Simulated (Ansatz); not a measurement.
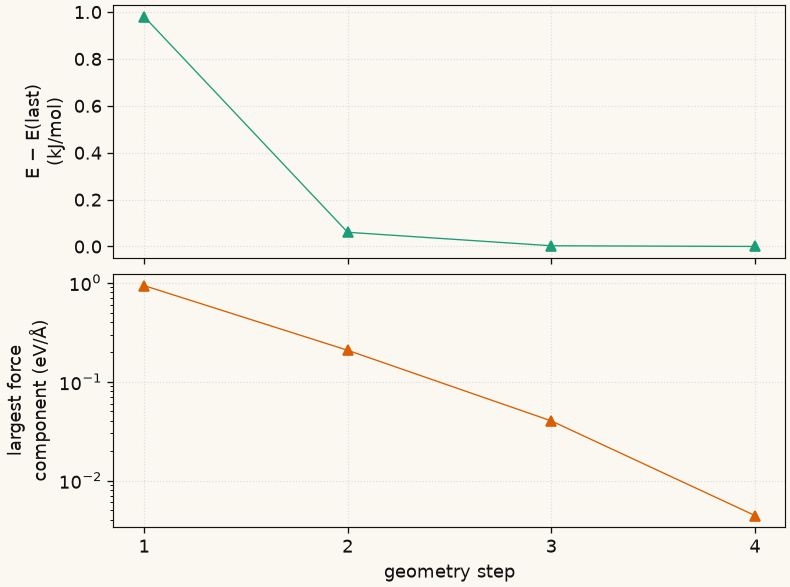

History of a geometry optimisation.

The run: H2O, by Ansatz, RKS PBE0-D4/def2-TZVP.

Q: How did the optimisation end?

A: The optimisation met its thresholds at geometry 4, counting the start as the first. The energy fell by about 0.98 kJ/mol from the first step to the last. The largest force component goes from about 0.94 eV/Å at the start to 4 × 10⁻³ eV/Å at the end.
